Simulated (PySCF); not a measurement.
```xyz
2

Ta    0.0000    0.0000   -0.1197
N     0.0000    0.0000    1.5463
```

Core potentials replace the inner electrons of Ta.

Level of theory: PySCF, PBE0/def2-TZVPP, non-relativistic Hamiltonian with scalar-relativistic core potentials where named, at a bond length of 1.666 Å.

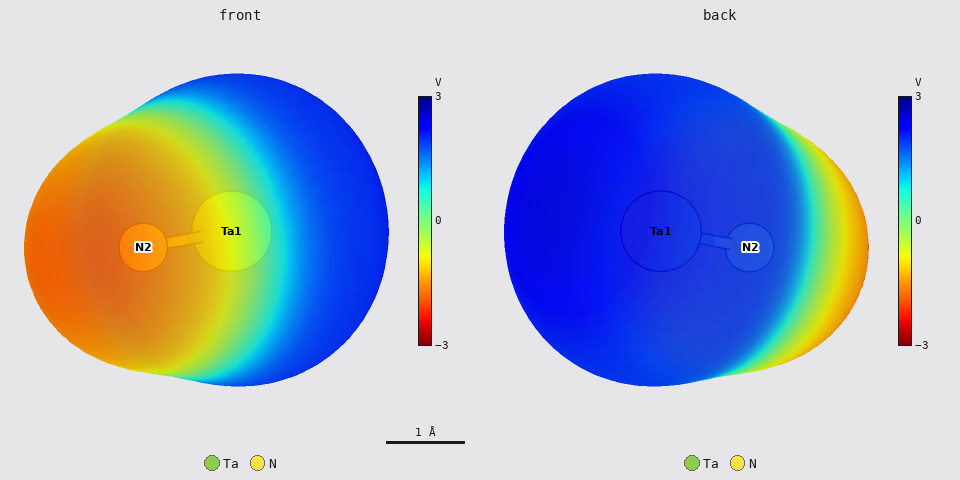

TaN. The molecular electrostatic potential painted on the density surface at 0.004 e/bohr³, seen from the front and from behind; the colour scale runs from red (negative) to blue (positive).

Where is the surface potential most negative and most positive?

Answer. The most negative region (about −1.9 V, or −44 kcal/mol for a unit charge) lies over N2, the most positive (about +2.4 V, or +55 kcal/mol for a unit charge) over Ta1. N2 is the likeliest acceptor of a hydrogen bond.
